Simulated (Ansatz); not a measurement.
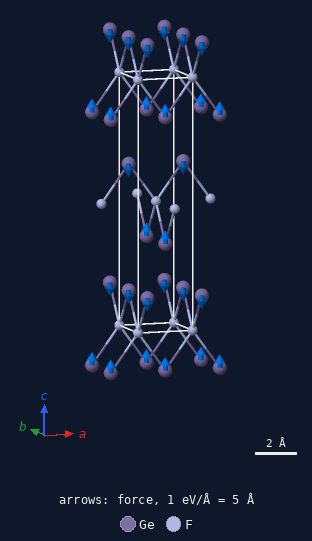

Starting geometry of crystalline Ge2F (a generated structure, set up in P4_2/nmc) with the computed forces as blue arrows. The picture is a ball-and-stick view of the cell of the calculation, seen slightly off an axis.

These are results of Ansatz, DFT PBE, scalar-relativistic, plane waves, PAW, not measurements.

The input:
```yaml
crystal:
  lattice:
    - [2.8306350853, 0.0, 0.0]
    - [0.0, 2.8306350853, 0.0]
    - [0.0, 0.0, 12.5583130404]
  atoms:
    - { symbol: Ge, position: [0.0, 0.5, 0.153037427] }
    - { symbol: Ge, position: [0.0, 0.5, 0.653037427] }
    - { symbol: Ge, position: [0.5, 0.0, 0.346962573] }
    - { symbol: Ge, position: [0.5, 0.0, 0.846962573] }
    - { symbol: F, position: [0.0, 0.0, 0.0] }
    - { symbol: F, position: [0.5, 0.5, 0.5] }
basis:
  ecutwfc: 420
kpoints:
  mp_grid: { grid: [14, 14, 4] }
hamiltonian:
  xc: pbe
scf:
  occupations: { method: gaussian, width: 0.1 }
output:
  forces: true
  stress: true
  eigenvalues: true
  write_density: true
  write_potential: true
  elf: true
  volumetric_format: npy
relax:
  adjacent_minimum: "off"
  f_tol: 0.01
  max_steps: 80
  cell: { stress_tol: 0.05 }
```

Command:
```bash
ansatz run input.yaml --threads 1 --pin off --max-ram 2560MiB --backend cpu --events-out ev --progress --plain --runs-dir out
```

What follows when this structure is relaxed?

Answer. It isn't relaxed: the largest force vector, on Ge atoms, is 0.13 eV/Å. The atoms end up moving mostly along the starting forces (cosine between the two patterns 1.00). After 5 accepted moves (8 points after the start) the energy has fallen by 4.1 meV per atom. Largest force component: 0.13 eV/Å at the start, under 0.0001 eV/Å at the end. The pressure goes from −0.07 to 0.00 GPa. The line search rejected the trial step at point 1 of the run. The SCF was repeated twice at an unchanged geometry on a basis and grid sized afresh for the cell, which shifted the energy by 0.1 meV per atom at most. The largest moves relative to the cell, 0.033 Å, are those of Ge1, Ge2, Ge3 and Ge4. Ge4 goes along +c. F stays in place. The drawn cell changes as follows: a = b 2.831 → 2.792 Å (−1.4 %), c 12.558 → 12.830 Å (+2.2 %); the volume changes by −0.6 %. Among the contacts that change: Ge1–F5 2.387 → 2.382 Å. The space group stays P4_2/nmc (No. 137). Cost: 2.3 min on 1 thread of Intel(R) Xeon(R) 6975P-C (Granite Rapids), with other jobs on the host, peak memory 0.65 GiB.
